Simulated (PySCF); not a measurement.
Molecule: SMILES CO[Si](C)(OC)[S][Al]([OH])[OH]. Atoms near the plane z = 0.0 Å, at the GFN2-xTB optimised geometry (x, y, z in Å): C2 (-3.0, 0.5, -0.3), S7 (0.1, -0.9, 0.2), Al8 (1.1, 1.1, 0.0), O9 (2.8, 1.1, 0.0), O10 (0.2, 2.4, 0.0), H11 (-3.5, -0.3, 0.3), H12 (-2.7, 1.3, 0.3), H13 (-3.7, 0.8, -1.1), H14 (-3.3, -2.9, -1.0), H16 (-1.6, -3.3, -0.6), H20 (3.7, 0.8, 0.1), H21 (-0.3, 3.3, 0.1).

Computed with CAM-B3LYP/def2-SVP run with PySCF. Cells within 0.4 Å of a nucleus heavier than hydrogen are left out (blank, or x). The values are rescaled to run from 0 to 1.

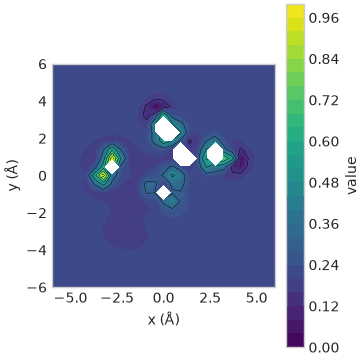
Figure. a field on the plane z = 0.0 Å.

Question: Which quantity is mapped?
A. an orbital amplitude
B. deformation density (molecule minus spherical neutral atoms)
C. log10 of the electron density
D. electron localisation function

Answer: B, deformation density (molecule minus spherical neutral atoms). In full: deformation density (molecule minus spherical neutral atoms) (e/bohr³).
